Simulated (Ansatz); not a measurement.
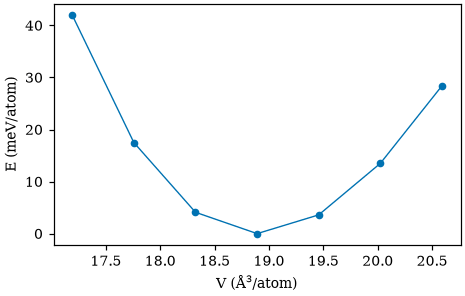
Fig. 1. LiSnAu in space group P6_3/mmc (No. 194; Li on 2a, Au on 2c, Sn on 2d) under volume change, PBEsol (plane waves, PAW; program Ansatz), shape and atoms relaxed at each volume.

Problem. What does a third-order Birch–Murnaghan fit give for V₀, B₀ and B′?

Solution. V₀ = 18.89 Å³/atom, B₀ = 71.3 GPa, B′ = 5.6.

The workflow started from an entry of the Crystallography Open Database (COD). Its standing as an ambient phase is unchecked. The PBEsol relaxation kept the symmetry of its start; whether a distortion lowers the energy is not shown. Scalar-relativistic: spin–orbit coupling is off unless named, which matters more the heavier the elements.

Potentials: the later of the program's two PAW sets.
